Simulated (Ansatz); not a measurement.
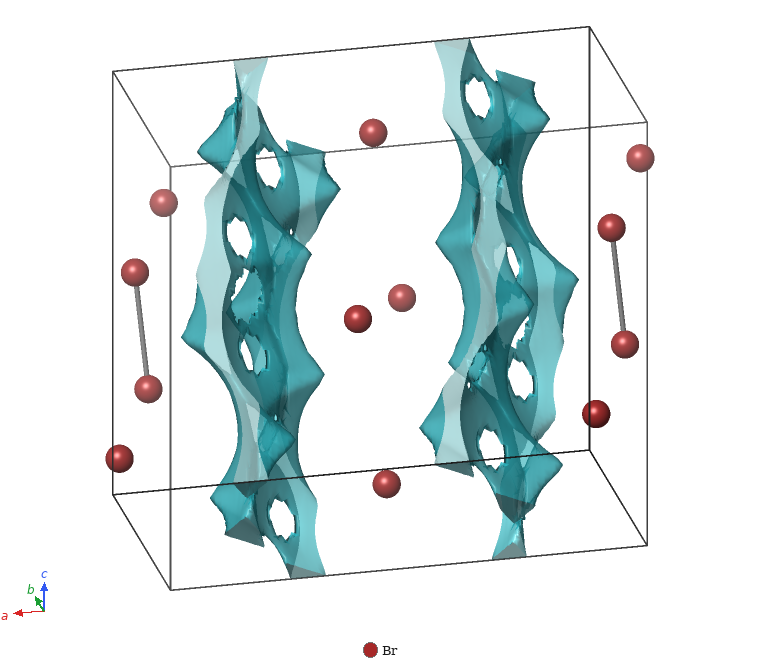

The teal surface encloses the points that the centre of a probe sphere of radius 1.50 Å can occupy in Br (Cmce, No. 64), computed on a grid of about 0.14 Å (1×1×1 cells shown, view from a free direction; pale faces close the region where the box cuts it).

Hard-sphere model; covalent radii (Cordero): Br 1.20 Å.

The cell is taken from coordinates from a relaxation with Ansatz 0.2.0, DFT, RPBE, plane waves (420 eV) with PAW, scalar-relativistic.

```cif
data_structure
_symmetry_space_group_name_H-M 'Cmce'
_symmetry_Int_Tables_number 64
_cell_length_a 9.7489
_cell_length_b 4.9533
_cell_length_c 9.1684
_cell_angle_alpha 90.000
_cell_angle_beta 90.000
_cell_angle_gamma 90.000
_cell_volume 442.73
loop_
_atom_site_label
_atom_site_type_symbol
_atom_site_symmetry_multiplicity
_atom_site_Wyckoff_symbol
_atom_site_fract_x
_atom_site_fract_y
_atom_site_fract_z
_atom_site_occupancy
Br1 Br 8 f 0.00000 0.61651 0.61141 1
```

Question: Do these regions connect?

Answer: Where they connect, they form a two-dimensional network in layers parallel to (100).

Question: What share of the cell can the probe's centre reach?

Answer: About 7 % of the volume (31 Å³ of 442.7 Å³).

Question: Give the largest included and the largest free sphere.

Answer: The largest sphere that fits anywhere has a diameter of 3.73 Å; the largest that can travel through the crystal, about 3.4 Å.

Question: How does the connectivity change as the probe shrinks?

Answer: Below a radius of about 1.70 Å the space forms a two-dimensional network in layers parallel to (100). Below a radius of about 1.28 Å the space forms a three-dimensional network. These are grid estimates, good to about 0.05 Å.
